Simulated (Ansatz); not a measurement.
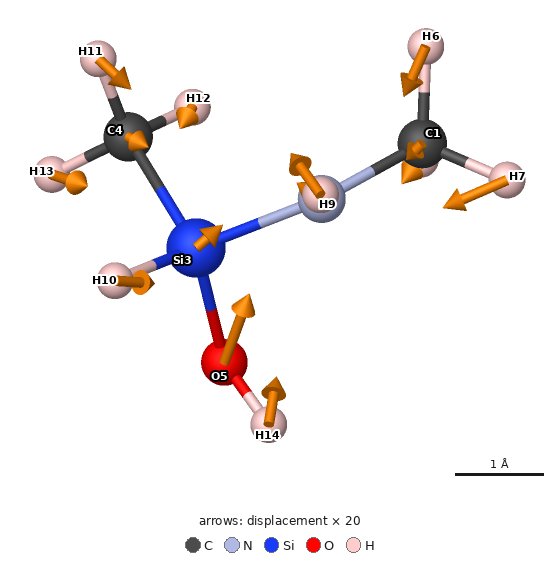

This is a relaxation of C2H9NOSi. The starting structure is drawn; orange arrows show the displacements, 20 times their true length. The two geometries are superimposed by the best rigid fit.

Style: ball-and-stick. Shown at a tilt.

The start comes from PBE-D4/def2-SVP.

Computed with Ansatz 0.2.0, RKS PBE0-D4/def2-TZVP. (force threshold 0.005 eV/Å; at most 150 steps)

Question: What did the optimiser do to the structure, and how much energy did it gain?

Answer: Over 8 geometry steps the energy falls by 0.083 eV. Largest force component: 0.73 eV/Å at the start, 0.0024 eV/Å at the end. The atom that moves furthest after the best rigid fit is the O atom (0.049 Å). By element the largest moves are O 0.049 Å, H 0.040 Å, Si 0.020 Å, N 0.019 Å, C 0.017 Å. Near-neighbour distances that change, for instance: O–Si 1.690 → 1.653 Å, N–Si 1.740 → 1.710 Å, C–H 1.117 → 1.097 Å, H–Si 1.509 → 1.491 Å. Among the angles between lasting bonds that change: Si–O–H 112.9° → 115.8°.
